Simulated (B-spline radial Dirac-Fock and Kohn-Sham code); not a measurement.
Neutral Sm, configuration [Xe] 4f6 6s2. The calculation used independent-particle Coulomb rates on relativistic LDA orbitals, configuration-average energies from Dirac–Fock (a B-spline radial code). Widths ruled by Coster–Kronig decay come out up to twice the measured ones in this model.

What should this plot look like? Auger and Coster–Kronig groups that fill an N3 (4p3/2) hole, as sticks. Kinetic energies count from the vacuum level; very weak lines are left out.

The strongest group is N3-N5N7 at 103.3 eV (22 % of the non-radiative width), followed by N3-N5N6 at 102.2 eV (22 %), N3-N5O3 at 86.89 eV (13 %), N3-N5O1 at 60.23 eV (9.4 %). The lines shown span 55.53 eV to 235.2 eV.

The result:

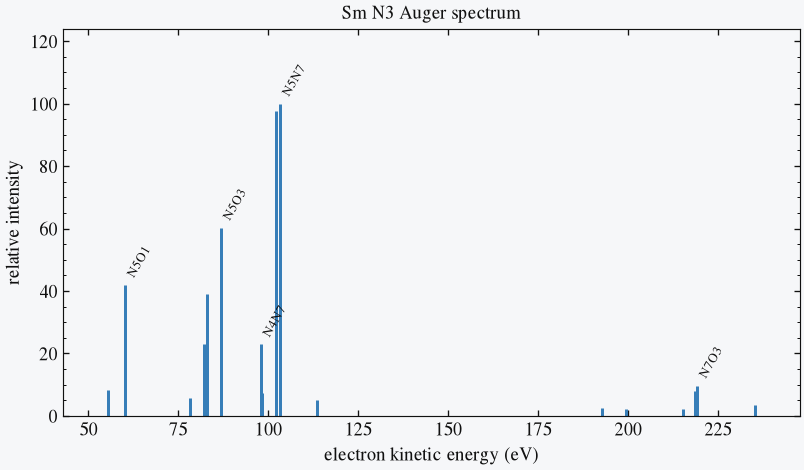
